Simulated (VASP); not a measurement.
# Ta(110) over its thickness

Aim: follow surface energy, work function and relaxation of Ta(110) with the number of layers.

Calculated with VASP 6.6.1; PBE; plane waves and PAW (Ta).

## 1. The starting structure

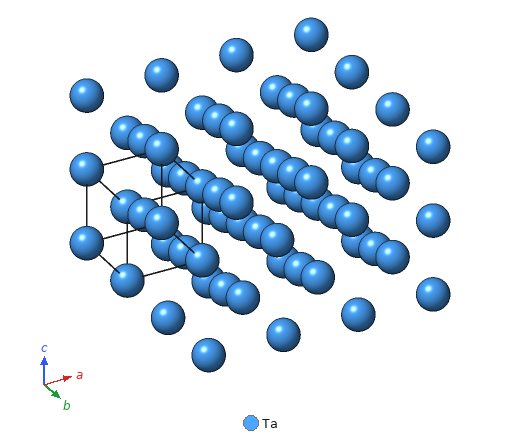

Start, viewed from a free direction; tantalum blue. 3×3×2 cells are drawn. This picture shows the conventional cell, with its axes. Some periodic images of atoms are drawn too.

As a file:

```cif
data_structure
_symmetry_space_group_name_H-M 'Im-3m'
_symmetry_Int_Tables_number 229
_cell_length_a 3.3100
_cell_length_b 3.3100
_cell_length_c 3.3100
_cell_angle_alpha 90.000
_cell_angle_beta 90.000
_cell_angle_gamma 90.000
_cell_volume 36.26
loop_
_atom_site_label
_atom_site_type_symbol
_atom_site_symmetry_multiplicity
_atom_site_Wyckoff_symbol
_atom_site_fract_x
_atom_site_fract_y
_atom_site_fract_z
_atom_site_occupancy
Ta1 Ta 2 a 0.00000 0.00000 0.00000 1
```

## 2. The bulk reference, job relaxation, k-mesh 16×16×16

The bulk crystal is relaxed first, so that the slabs are cut at this functional's lattice.

INCAR reads:

```
SYSTEM = Ta
PREC = Accurate
ENCUT = 420
EDIFF = 1E-06
NELM = 120
ISMEAR = 1
SIGMA = 0.15
LREAL = .FALSE.
ALGO = Normal
GGA = PE
NBANDS = 8
LASPH = .TRUE.
LORBIT = 11
LWAVE = .FALSE.
LCHARG = .FALSE.
KPAR = 4
IBRION = 2
NSW = 30
ISIF = 3
EDIFFG = -0.01
POTIM = 0.4
```

POSCAR reads:

```
Ta
1.0
   -1.6550000000      1.6550000000      1.6550000000
    1.6550000000     -1.6550000000      1.6550000000
    1.6550000000      1.6550000000     -1.6550000000
Ta
1
Direct
    0.0000000000      0.0000000000      0.0000000000
```

KPOINTS reads:

```
Automatic mesh
0
Gamma
16 16 16
0 0 0
```

PAW data sets: Ta (PBE family, release 64).

The run is started by

```
$ mpirun -np 4 vasp_std
```

Log:

```text
[banner, memory and clock lines left out]
running    4 mpi-ranks, on    1 nodes
 distrk:  each k-point on    1 cores,    4 groups
 distr:  one band on    1 cores,    1 groups

 POSCAR found type information on POSCAR Ta
 POSCAR found :  1 types and       1 ions
 LDA part: xc-table for (Slater+PW92), standard interpolation
 POSCAR, INCAR and KPOINTS ok, starting setup
 FFT: planning ... GRIDC
 FFT: planning ... GRID_SOFT
 FFT: planning ... GRID
 WAVECAR not read
 entering main loop
       N       E                     dE             d eps       ncg     rms          rms(c)
DAV:   1    -0.376959091825E+01   -0.37696E+01   -0.17228E+03  2408   0.379E+02
DAV:   2    -0.123198318220E+02   -0.85502E+01   -0.81552E+01  3448   0.577E+01
DAV:   3    -0.123553841783E+02   -0.35552E-01   -0.35451E-01  2568   0.503E+00
DAV:   4    -0.123554070470E+02   -0.22869E-04   -0.22869E-04  3672   0.102E-01
DAV:   5    -0.123554070524E+02   -0.53472E-08   -0.51780E-08  2624   0.110E-03    0.133E+01
DAV:   6    -0.120157517536E+02    0.33966E+00   -0.20935E-01  3032   0.259E+00    0.662E+00
DAV:   7    -0.118599947305E+02    0.15576E+00   -0.30663E-01  2984   0.303E+00    0.460E-01
DAV:   8    -0.118593336408E+02    0.66109E-03   -0.10703E-03  3128   0.268E-01    0.113E-01
DAV:   9    -0.118591051906E+02    0.22845E-03   -0.34438E-04  3048   0.947E-02    0.272E-02
DAV:  10    -0.118591011829E+02    0.40078E-05   -0.16288E-05  3248   0.251E-02    0.184E-02
DAV:  11    -0.118591002822E+02    0.90070E-06   -0.70969E-07  2184   0.527E-03
   1 F= -.11859100E+02 E0= -.11858693E+02  d E =-.118591E+02
 curvature:   0.00 expect dE= 0.000E+00 dE for cont linesearch  0.000E+00
 trial: gam= 0.00000 g(F)=  0.597E-64 g(S)=  0.164E-06 ort = 0.000E+00 (trialstep = 0.100E+01)
 search vector abs. value=  0.164E-06
 reached required accuracy - stopping structural energy minimisation
```

Run time: 3.6 s. Hardware: 4 MPI ranks of Intel Xeon 6975P-C (Granite Rapids), shared host; peak memory 0.52 GiB; 11 s of CPU time.

Lines that name or quote the potential files are left out of all logs, and their timing lines are given in words.

Parts of OUTCAR (step 2):

```text
ion  position               nearest neighbor table
   1  0.000  0.000  0.000-

  LATTYP: Found a body centered cubic cell.
 ALAT       =     3.3100000000

 Subroutine GETGRP returns: Found 48 space group operations
 (whereof 48 operations were pure point group operations)

The static configuration has the point symmetry O_h .

 Found    145 irreducible k-points:

   k-points           NKPTS =    145   k-points in BZ     NKDIM =    145   number of bands    NBANDS=      8

   dimension x,y,z NGX =    20 NGY =   20 NGZ =   20
   dimension x,y,z NGXF=    40 NGYF=   40 NGZF=   40

   ENCUT  =  420.0 eV  30.87 Ry    5.56 a.u.   4.79  4.79  4.79*2*pi/ulx,y,z

   NELECT =       5.0000    total number of electrons

 k-points in reciprocal lattice and weights: Automatic mesh
   0.00000000  0.00000000  0.00000000       0.000
   0.06250000  0.00000000  0.00000000       0.003
   0.12500000  0.00000000  0.00000000       0.003
   0.18750000  0.00000000  0.00000000       0.003
   0.25000000  0.00000000  0.00000000       0.003
   0.31250000  0.00000000  0.00000000       0.003
   0.37500000  0.00000000  0.00000000       0.003
   0.43750000  0.00000000  0.00000000       0.003
   0.50000000  0.00000000  0.00000000       0.001
[...]
0.50000000  0.50000000  0.43750000       0.003
   0.50000000  0.50000000  0.50000000       0.000

 average (electrostatic) potential at core
       1 -35.0420

 E-fermi :   5.6777

 k-point     1 :       0.0000    0.0000    0.0000
  band No.  band energies     occupation
      1      -2.1788      2.00000
      2       6.4299     -0.00000
      3       6.4299     -0.00000
      4       6.4299     -0.00000
      5       9.6753      0.00000
      6       9.6753      0.00000
    ...

 k-point     2 :       0.0625    0.0000    0.0000
  band No.  band energies     occupation
      1      -2.0092      2.00000
      2       6.3173     -0.00000
      3       6.3972     -0.00000
      4       6.5992     -0.00000
      5       9.4931      0.00000
      6       9.6756      0.00000
    ...

 k-point     3 :       0.1250    0.0000    0.0000
  band No.  band energies     occupation
      1      -1.5205      2.00000
      2       6.0136     -0.00684
      3       6.2520     -0.00000
      4       7.1006     -0.00000
      5       9.1479      0.00000
      6       9.6885      0.00000
    ...

  Total        0.0011893      0.0011893      0.0011893      0.0000000      0.0000000     -0.0000000
  in kB        0.1050910      0.1050910      0.1050910      0.0000000      0.0000000     -0.0000000
  external PRESSURE =       0.1050910 kB  Pullay stress =       0.0000000 kB

  energy-cutoff  :      420.00
  volume of cell :       18.13
      direct lattice vectors                 reciprocal lattice vectors
    -1.655000000  1.655000000  1.655000000     0.000000000  0.302114804  0.302114804
     1.655000000 -1.655000000  1.655000000     0.302114804  0.000000000  0.302114804
     1.655000000  1.655000000 -1.655000000     0.302114804  0.302114804  0.000000000

 POSITION                                       TOTAL-FORCE (eV/Angst)
 -----------------------------------------------------------------------------------
      0.00000      0.00000      0.00000         0.000000      0.000000     -0.000000
 -----------------------------------------------------------------------------------
    total drift:                                0.000000      0.000000     -0.000000

  FREE ENERGIE OF THE ION-ELECTRON SYSTEM (eV)
  ---------------------------------------------------
  free  energy   TOTEN  =       -11.8591002822 eV

  energy  without entropy=      -11.8578771876  energy(sigma->0) =      -11.85869258

 reached required accuracy - stopping structural energy minimisation

 total charge
# of ion       s       p       d       tot
------------------------------------------
    1        0.710   0.708   3.330   4.748

[... 3 further parts left out ...]
```

This run has no spin polarisation. Its electron count is odd, so without a moment it is a metal by construction. The data set Ta keeps the semicore shell frozen, which is cheaper and a little less accurate. The run keeps the 48 symmetry operations of its start, so it cannot find a distortion of lower symmetry.

Little changed from the start: no atom moved by 0.005 Å and no cell edge by 0.1 %.

Numbers from this step:

| Quantity | Value |
| --- | --- |
| electronic cycles | 11 |
| electrons | 5 |
| free energy (TOTEN) | -11.86 eV |
| energy at zero smearing | -11.86 eV |
| Fermi energy | 5.678 eV |
| metallic | yes |

The start already met the threshold, so nothing moved.

Energy at zero smearing: -11.85869 eV.

## 3. The bulk reference, job self-consistent run, k-mesh 20×20×20

INCAR reads:

```
SYSTEM = Ta
PREC = Normal
ENCUT = 320
EDIFF = 1E-06
NELM = 120
ISMEAR = 1
SIGMA = 0.15
LREAL = .FALSE.
ALGO = Fast
GGA = PE
NBANDS = 8
LASPH = .TRUE.
LORBIT = 11
LWAVE = .FALSE.
LCHARG = .FALSE.
KPAR = 4
```

POSCAR is that of step 2.

KPOINTS reads:

```
Automatic mesh
0
Gamma
20 20 20
0 0 0
```

The run is started by

```
$ mpirun -np 4 vasp_std
```

Log:

```text
[... set-up lines as in an earlier step ...]
 entering main loop
       N       E                     dE             d eps       ncg     rms          rms(c)
DAV:   1    -0.677233126657E+01   -0.67723E+01   -0.14203E+03  4472   0.295E+02
DAV:   2    -0.123332091341E+02   -0.55609E+01   -0.53072E+01  5928   0.453E+01
DAV:   3    -0.123531981311E+02   -0.19989E-01   -0.19972E-01  4680   0.361E+00
DAV:   4    -0.123532127270E+02   -0.14596E-04   -0.14596E-04  6424   0.710E-02
[...]
RMM:  12    -0.118610921076E+02   -0.20071E-05   -0.24546E-05  5021   0.187E-02    0.278E-02
RMM:  13    -0.118610931931E+02   -0.10855E-05   -0.52812E-06  4463   0.114E-02    0.181E-02
RMM:  14    -0.118610933750E+02   -0.18186E-06   -0.16055E-06  3487   0.432E-03
   1 F= -.11861093E+02 E0= -.11861201E+02  d E =0.322821E-03
```

Run time: 3.6 s. Hardware: 4 MPI ranks; peak memory 0.46 GiB.

From OUTCAR (step 3):

```text
  Total       -0.0573872     -0.0573872     -0.0573872      0.0000000      0.0000000     -0.0000000
  in kB       -5.0707431     -5.0707431     -5.0707431      0.0000000      0.0000000     -0.0000000
  external PRESSURE =      -5.0707431 kB  Pullay stress =       0.0000000 kB

 POSITION                                       TOTAL-FORCE (eV/Angst)
 -----------------------------------------------------------------------------------
      0.00000      0.00000      0.00000         0.000000      0.000000      0.000000
 -----------------------------------------------------------------------------------
    total drift:                               -0.000000     -0.000000     -0.000000

  FREE ENERGIE OF THE ION-ELECTRON SYSTEM (eV)
  ---------------------------------------------------
  free  energy   TOTEN  =       -11.8610933750 eV

  energy  without entropy=      -11.8614161959  energy(sigma->0) =      -11.86120098

[... 3 further parts left out ...]
[key lines of the parts left out:]
E-fermi :   5.6765
```

This step gave:

* electronic cycles: 14
* Fermi energy: 5.676 eV

Energy at zero smearing: -11.86120 eV.

The run ends at a pressure of -0.51 GPa.

(Part 1 of 7 ends here.)

[Lines on the potential files, build, host, timing and source positions are cut from VASP's logs without a mark.]

[Logs are printed without paths, hosts, clocks, repeated set-up lines and the standing remarks that a program may print on its own settings, such as how far it seeks lower states.]

[Hosts, paths, dates, database ids (printed as entryN), source tags and the programs' standing remarks are cut or masked in the printed files.]

[Runs that stopped without an error message from VASP are left out.]
